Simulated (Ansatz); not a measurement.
The figure comes from a scan of HfO2 (fluorite): the cell is scaled evenly about its relaxed volume V₀. All values below come from PBE (plane waves to 420 eV, PAW, scalar-relativistic; Ansatz, a first-principles code). k mesh 11×11×11 (Γ-centred), Fermi-Dirac smearing 0.05 eV. E stands for the smeared free energy. HfO2 is run without spin polarisation. HfO2 was relaxed with its symmetry unable to fall. Spin-orbit coupling is left out, though Hf is heavy. The PAW data are Ansatz's earlier set. This is a high-temperature form of HfO2. The zero of ΔE is the relaxed starting cell.

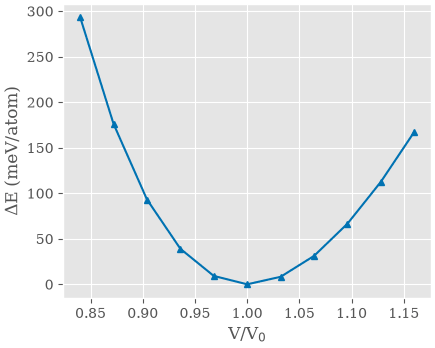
Figure. ΔE (meV/atom) against V/V₀; computed points joined by lines.

### Question
Turn the plot into a table (rounded to what can be read).

### Answer
To the nearest 5:

```json
[
 {"V/V₀": "0.840", "ΔE (meV/atom)": "295"},
 {"V/V₀": "0.872", "ΔE (meV/atom)": "175"},
 {"V/V₀": "0.904", "ΔE (meV/atom)": "95"},
 {"V/V₀": "0.936", "ΔE (meV/atom)": "40"},
 {"V/V₀": "0.968", "ΔE (meV/atom)": "10"},
 {"V/V₀": "1.000", "ΔE (meV/atom)": "0"},
 {"V/V₀": "1.032", "ΔE (meV/atom)": "10"},
 {"V/V₀": "1.064", "ΔE (meV/atom)": "30"},
 {"V/V₀": "1.096", "ΔE (meV/atom)": "65"},
 {"V/V₀": "1.128", "ΔE (meV/atom)": "115"},
 {"V/V₀": "1.160", "ΔE (meV/atom)": "165"}
]
```

(Under strain, the slope of the energy per volume gives the stress and its curvature an elastic modulus.)
